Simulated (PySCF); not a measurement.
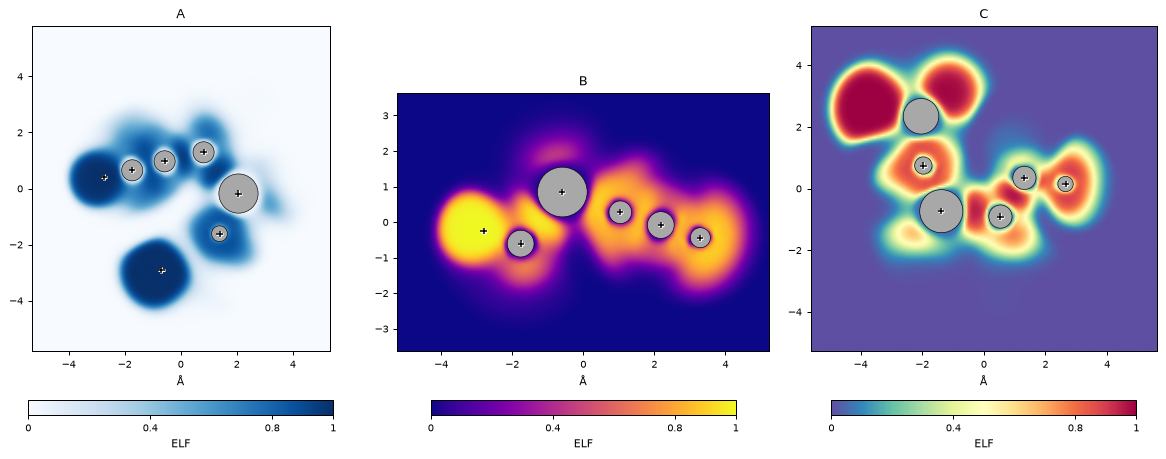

The electron localisation function of 3 systems, each on a plane through atoms (crosses mark nuclei in the plane; grey discs cover the cores).

Level of theory: PBE0/pcSseg-1, SCF density, gas phase, non-relativistic (PySCF 2.14.0).

System 1: C2H7F3O2Si3, the plane of atoms C2, C5 and Si8. Geometry: GFN2-xTB.

```yaml
atoms:
  - { symbol: F, position_ang: [-2.6925, 1.1728, 0.9903] }
  - { symbol: C, position_ang: [-1.3938, 0.9849, 0.6532] }
  - { symbol: F, position_ang: [-0.8012, 0.5467, 1.7839] }
  - { symbol: F, position_ang: [-0.9005, 2.2279, 0.4511] }
  - { symbol: C, position_ang: [-1.2176, 0.0746, -0.4978] }
  - { symbol: Si, position_ang: [-1.3834, -1.8043, -0.0938] }
  - { symbol: O, position_ang: [0.2002, -1.9618, -0.5588] }
  - { symbol: Si, position_ang: [0.5941, -0.3957, -0.9549] }
  - { symbol: O, position_ang: [1.7421, 0.2028, -0.0292] }
  - { symbol: Si, position_ang: [2.4658, 0.7529, 1.3395] }
  - { symbol: H, position_ang: [-1.8286, 0.4574, -1.3124] }
  - { symbol: H, position_ang: [-1.5239, -2.1454, 1.3090] }
  - { symbol: H, position_ang: [-2.2333, -2.4972, -1.0477] }
  - { symbol: H, position_ang: [0.9854, -0.2758, -2.3403] }
  - { symbol: H, position_ang: [3.8834, 0.5594, 1.0424] }
  - { symbol: H, position_ang: [2.0093, -0.0462, 2.4721] }
  - { symbol: H, position_ang: [2.0877, 2.1591, 1.4330] }
```

System 2: C2H5NOSi (SiH2Me(NCO)), the plane of atoms Si1, C4 and H5. Geometry: PBE0-D3(BJ)/def2-SVP.

```yaml
atoms:
  - { symbol: Si, position_ang: [0.7020, 0.0191, 0.4416] }
  - { symbol: H, position_ang: [0.7520, 0.0254, 1.9329] }
  - { symbol: H, position_ang: [2.0906, -0.0816, -0.0958] }
  - { symbol: C, position_ang: [-0.1631, 1.5405, -0.2064] }
  - { symbol: H, position_ang: [0.3676, 2.4497, 0.1179] }
  - { symbol: H, position_ang: [-1.1954, 1.5906, 0.1719] }
  - { symbol: H, position_ang: [-0.1973, 1.5340, -1.3064] }
  - { symbol: N, position_ang: [-0.1600, -1.3958, -0.0513] }
  - { symbol: C, position_ang: [-0.7474, -2.3931, -0.3519] }
  - { symbol: O, position_ang: [-1.3244, -3.3656, -0.6481] }
```

System 3: C3H8O2Si3, the plane of atoms C2, C3 and Si6. Geometry: GFN2-xTB.

```xyz
16

C    -1.0772    2.4005    0.1183
C    -1.2415    1.2448   -0.1591
C    -1.3715   -0.1453   -0.4573
Si   -1.5352   -1.3850    1.0172
O    -0.1740   -2.1482    0.4548
Si    0.2515   -1.1318   -0.7889
O     1.5935   -0.3209   -0.4479
Si    2.3608    0.6656    0.5987
H    -0.9735    3.4182    0.3483
H    -2.1353   -0.2839   -1.2237
H    -1.2849   -0.8383    2.3414
H    -2.6412   -2.3243    0.9108
H     0.4885   -1.8822   -2.0007
H     3.6010   -0.0464    0.9062
H     2.5776    1.8956   -0.1583
H     1.5538    0.8906    1.7959
```

Q: Which map belongs to which system?

A: Panel A is system 3, C3H8O2Si3: the plane holds C, Si, O and H. C–C (1.20 Å): the ELF peaks at about 0.85 between the atoms (a short, multiple covalent bond). Panel B is system 2, C2H5NOSi: the plane holds Si, C, H, N and O. C–O (1.17 Å): the ELF peaks at about 0.85 between the atoms; a multiple bond. Panel C is system 1, C2H7F3O2Si3: the plane holds F, C, Si and O. C–F (1.35 Å): the ELF peaks at about 0.85 between the atoms; a polar covalent bond.
